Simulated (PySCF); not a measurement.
System: BH₆N (charge +1, doublet).

The calculation's input:

```
{"job": {"kind": "sp", "xc": "wB97X", "basis": "ma-def2-TZVP", "d3": "d3bj", "grid": 2}, "charge": 1, "multiplicity": 2}
B     -0.658579     0.283136    -0.096704
N      0.837218    -0.092541     0.019308
H     -1.419092    -0.692433    -0.431843
H     -0.960064     1.392419    -0.407118
H     -1.423441    -0.376717     0.693283
H      1.029239    -1.064022     0.291973
H      1.307766     0.514414     0.705785
H      1.321502     0.073454    -0.874511
```

Command:

```sh
OMP_NUM_THREADS=1 python redox_run.py task.json out
```

Geometry: PBE0-D3(BJ)/ma-def2-SVP.

Level of theory: DFT single point, gas phase, functional wB97X in PySCF 2.14.0, density-fitted response routines.

Question: What can the converged electron density, electron localisation function and spin density tell about the bonding?

Answer: B–N (1.55 Å): the density is about 1.5 e/Å³ at the midpoint; the ELF peaks at about 0.95 between the atoms (a shared but strongly polarised pair).
N–H (1.03 Å): the density is about 2.9 e/Å³ at the midpoint; the ELF climbs to about 1 towards the hydrogen, as it does in any bond to H; a covalent bond by its length.
B–H (1.19 Å): the density is about 1.3 e/Å³ at the midpoint; the ELF climbs to about 1 towards the hydrogen; a covalent bond by its length.
The unpaired spin (1 electron) lies mostly on B1 (about 0.5), H3 (about 0.2) and H5 (about 0.2), in electrons by Hirshfeld's partition.

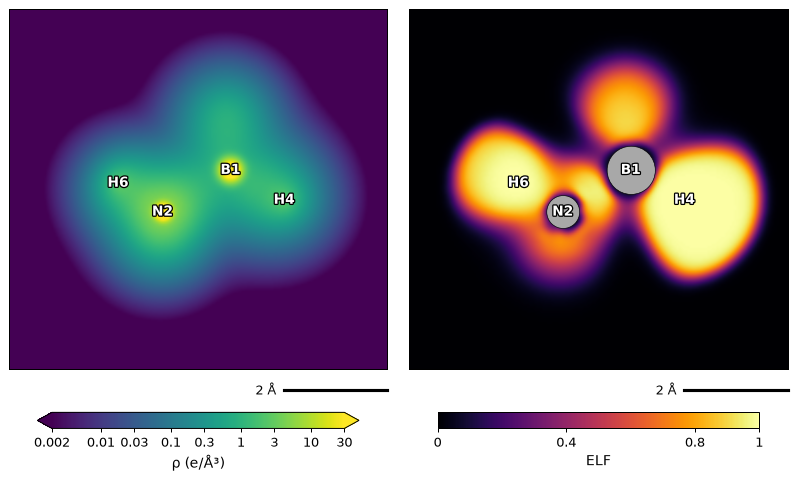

Computed electron density and electron localisation function on the plane of atoms N2, B1 and H4, in this order. Grey discs cover the atomic cores in the ELF map. 
